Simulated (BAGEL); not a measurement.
# A workflow on GeSiH6O (SMILES [OH][GeH2][SiH3])

Wanted: a single-point energy (HF/cc-pVDZ), then the energy (NEVPT2(2,2)/cc-pVDZ) of GeSiH6O. 

The calculation is run with BAGEL 1.2.2.

1 further run of the same task is left out (set aside as unsound or not needed).

## (1) The system as given

The species is GeSiH6O (9 atoms), meant as a singlet with charge 0. As SMILES, `[OH][GeH2][SiH3]`. The coordinates come from a PBE0-D4/def2-TZVP relaxation. This is one conformer, not always the lowest.

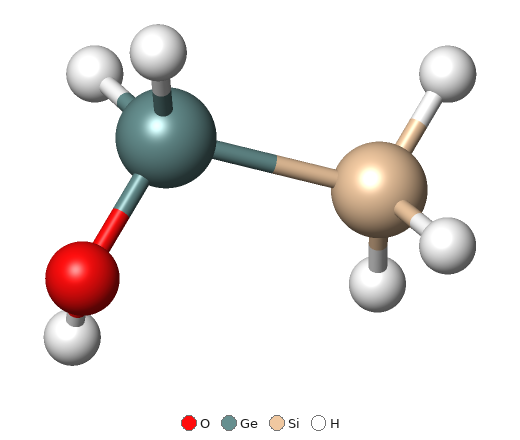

Viewed from a chosen angle; oxygen red, germanium teal, silicon light orange, hydrogen white.

## (2) The energy at HF/cc-pVDZ (density fitting with svp-jkfit) (run 1)

Input file hf.json:

```json
{ "bagel" : [

{
  "title" : "molecule",
  "basis" : "cc-pvdz.json",
  "df_basis" : "svp-jkfit",
  "angstrom" : true,
  "geometry" : [
    { "atom" : "O", "xyz" : [      -1.665365,       1.003197,      -0.854794 ] },
    { "atom" : "Ge", "xyz" : [       0.086335,       0.899597,      -0.495494 ] },
    { "atom" : "Si", "xyz" : [       0.525835,      -1.010703,       0.870406 ] },
    { "atom" : "H", "xyz" : [      -1.973365,       0.267897,      -1.388994 ] },
    { "atom" : "H", "xyz" : [       0.873735,       0.832097,      -1.824394 ] },
    { "atom" : "H", "xyz" : [       0.388135,       2.226697,       0.215906 ] },
    { "atom" : "H", "xyz" : [       1.986000,      -1.132800,       1.128400 ] },
    { "atom" : "H", "xyz" : [       0.060135,      -2.236203,       0.166306 ] },
    { "atom" : "H", "xyz" : [      -0.192765,      -0.896103,       2.165806 ] }
  ]
},

{ "title" : "hf" },

{ "title" : "print", "file" : "orbitals.molden", "orbitals" : true }

]}
```

The basis set cc-pVDZ is read from a file made from the Basis Set Exchange's data (not shown).

The run is started by

```
BAGEL_NUM_THREADS=1 BAGEL hf.json > hf.out
```

Output:

```text
* using 1 threads per process

  ===============================================================
  ===============================================================

  *** Geometry ***

  { "atom" : "O", "xyz" : [     -3.147084,      1.895768,     -1.615327 ] },
  { "atom" : "Ge", "xyz" : [      0.163150,      1.699992,     -0.936348 ] },
  { "atom" : "Si", "xyz" : [      0.993684,     -1.909952,      1.644829 ] },
  { "atom" : "H", "xyz" : [     -3.729119,      0.506252,     -2.624818 ] },
  { "atom" : "H", "xyz" : [      1.651120,      1.572435,     -3.447605 ] },
  { "atom" : "H", "xyz" : [      0.733469,      4.207847,      0.408003 ] },
  { "atom" : "H", "xyz" : [      3.752996,     -2.140682,      2.132367 ] },
  { "atom" : "H", "xyz" : [      0.113639,     -4.225811,      0.314273 ] },
  { "atom" : "H", "xyz" : [     -0.364273,     -1.693389,      4.092780 ] },

  Number of auxiliary basis functions:      579

  Since a DF basis is specified, we compute 2- and 3-index integrals:
    o Being stored without compression. Storage requirement is 0.037 GB

  Number of basis functions:       89
  Number of electrons      :       60

    * METHOD: MOLECULE                             0.40

  *** RHF ***

  === Nuclear Repulsion ===
   271.6999955452

      * DIIS with orbital gradients will be used.

  === RHF iteration (cc-pvdz.json) ===
      0      -2442.42729796          0.01444089           0.13
      1      -2442.54563677          0.01076085           0.12
      2      -2442.63087113          0.00134186           0.12
      3      -2442.63278259          0.00021692           0.13
      4      -2442.63283789          0.00006068           0.13
      5      -2442.63284217          0.00001230           0.13
      6      -2442.63284243          0.00000277           0.13
      7      -2442.63284244          0.00000082           0.12
      8      -2442.63284245          0.00000029           0.12
      9      -2442.63284245          0.00000010           0.12
     10      -2442.63284245          0.00000003           0.12
     11      -2442.63284245          0.00000001           0.12
    * SCF iteration converged.

    * Permanent dipole moment:
           (   -0.379196,     0.528594,     0.151840) a.u.

    * METHOD: HF                                   1.79

    * METHOD: PRINT                                0.02

  ===============================================================
```

Wall time 2.4 s (1 thread of Arm Neoverse V1, shared host); peak memory 0.15 GiB.

## (3) A single-point energy at NEVPT2(2,2)/cc-pVDZ (density fitting with svp-jkfit) (run 2)

Input file job.json:

```json
{ "bagel": [

{
  "title": "molecule",
  "basis": "cc-pvdz.json",
  "df_basis": "svp-jkfit",
  "angstrom": true,
  "geometry": [
    { "atom": "O", "xyz": [   -1.665365,    1.003197,   -0.854794 ] },
    { "atom": "Ge", "xyz": [    0.086335,    0.899597,   -0.495494 ] },
    { "atom": "Si", "xyz": [    0.525835,   -1.010703,    0.870406 ] },
    { "atom": "H", "xyz": [   -1.973365,    0.267897,   -1.388994 ] },
    { "atom": "H", "xyz": [    0.873735,    0.832097,   -1.824394 ] },
    { "atom": "H", "xyz": [    0.388135,    2.226697,    0.215906 ] },
    { "atom": "H", "xyz": [    1.986000,   -1.132800,    1.128400 ] },
    { "atom": "H", "xyz": [    0.060135,   -2.236203,    0.166306 ] },
    { "atom": "H", "xyz": [   -0.192765,   -0.896103,    2.165806 ] }
  ]
},
{ "title": "hf" },
{ "title": "nevpt2", "nstate": 1, "nact": 2, "nclosed": 29, "active": [28, 35], "maxiter": 200, "natocc": true, "ncore": 15 },
{ "title": "print", "file": "orbitals.molden", "orbitals": true }

]}
```

The basis set cc-pVDZ is read from a file made from the Basis Set Exchange's data (not shown).

The run is started by

```
BAGEL_NUM_THREADS=1 BAGEL job.json > job.out
```

Output:

```text
* using 1 threads per process

  ===============================================================
  ===============================================================

  *** Geometry ***

  { "atom" : "O", "xyz" : [     -3.147084,      1.895768,     -1.615327 ] },
  { "atom" : "Ge", "xyz" : [      0.163150,      1.699992,     -0.936348 ] },
  { "atom" : "Si", "xyz" : [      0.993684,     -1.909952,      1.644829 ] },
  { "atom" : "H", "xyz" : [     -3.729119,      0.506252,     -2.624818 ] },
  { "atom" : "H", "xyz" : [      1.651120,      1.572435,     -3.447605 ] },
  { "atom" : "H", "xyz" : [      0.733469,      4.207847,      0.408003 ] },
  { "atom" : "H", "xyz" : [      3.752996,     -2.140682,      2.132367 ] },
  { "atom" : "H", "xyz" : [      0.113639,     -4.225811,      0.314273 ] },
  { "atom" : "H", "xyz" : [     -0.364273,     -1.693389,      4.092780 ] },

  Number of auxiliary basis functions:      579

  Since a DF basis is specified, we compute 2- and 3-index integrals:
    o Being stored without compression. Storage requirement is 0.037 GB

  Number of basis functions:       89
  Number of electrons      :       60

    * METHOD: MOLECULE                             0.38

  *** RHF ***

  === Nuclear Repulsion ===
   271.6999955452

      * DIIS with orbital gradients will be used.

  === RHF iteration (cc-pvdz.json) ===
      0      -2442.42729796          0.01444089           0.13
      1      -2442.54563677          0.01076085           0.13
      2      -2442.63087113          0.00134186           0.13
      3      -2442.63278259          0.00021692           0.13
      4      -2442.63283789          0.00006068           0.13
      5      -2442.63284217          0.00001230           0.13
      6      -2442.63284243          0.00000277           0.12
      7      -2442.63284244          0.00000082           0.13
      8      -2442.63284245          0.00000029           0.13
      9      -2442.63284245          0.00000010           0.13
     10      -2442.63284245          0.00000003           0.13
     11      -2442.63284245          0.00000001           0.12
    * SCF iteration converged.

    * Permanent dipole moment:
           (   -0.379196,     0.528594,     0.151840) a.u.

    * METHOD: HF                                   1.80

    * freezing 15 orbitals
  ---------------------------
      CASSCF calculation
  ---------------------------

    ==== Active orbitals : =====
         Orbital 28
         Orbital 35
    ============================

    * nstate   :      1
    * nclosed  :     29
    * nact     :      2
    * nvirt    :     58
  === CASSCF iteration (cc-pvdz.json) ===

    * Using the second-order algorithm

      0  0     -2442.63326701     9.73e-05      0.04

      1  0     -2442.64211050     6.77e-04      0.62

      2  0     -2442.64579766     2.75e-04      0.59

      3  0     -2442.64626068     5.78e-05      0.62

      4  0     -2442.64626992     1.94e-05      0.64

      5  0     -2442.64627022     5.32e-06      0.65

      6  0     -2442.64627023     1.35e-06      0.67

      7  0     -2442.64627023     3.31e-07      0.67

      8  0     -2442.64627023     8.00e-08      0.65

      9  0     -2442.64627023     1.92e-08      0.61

     10  0     -2442.64627023     4.61e-09      0.55

    * Second-order optimization converged. *

     guess   0:   closed 1.                   open ..

  === FCI iteration ===

      0  0     -2442.63267997     6.87e-02      0.00
      1  0     -2442.64625856     1.54e-03      0.00
      2  0 *   -2442.64627023     3.75e-16      0.00

     * ci vector, state   0, <S^2> = 0.0000
       2.     0.9951457521
       .2    -0.0984120523

  === DF-NEVPT2 calculation ===

    * 3-index integral transformation done
    * assembly done

      NEVPT2 correlation energy:   -0.3987374394      0.21

          (+0)     -0.3665643663
          (+0)'    -0.0035751649
          (+1)     -0.0042184178
          (+1)'    -0.0000000000
          (+2)     -0.0001675593
          (-1)     -0.0143921304
          (-1)'     0.0000000000
          (-2)     -0.0098198007

      NEVPT2 total energy:       -2443.0450076732

    * METHOD: NEVPT2                               7.02

    * METHOD: PRINT                                0.02

  ===============================================================
```

It took 9.6 s on 1 thread of Arm Neoverse V1, shared host; peak memory 0.16 GiB.

## (4) What came out

```
                                quantity           value
         run 1, HF/cc-pVDZ: total energy  -2442.63284 Eh
        run 1, HF/cc-pVDZ: dipole moment          1.70 D
          run 1, HF/cc-pVDZ: HOMO energy       -10.63 eV
          run 1, HF/cc-pVDZ: LUMO energy         3.09 eV
        run 1, HF/cc-pVDZ: HOMO–LUMO gap        13.72 eV
run 2, NEVPT2(2,2)/cc-pVDZ: total energy  -2443.04501 Eh
```
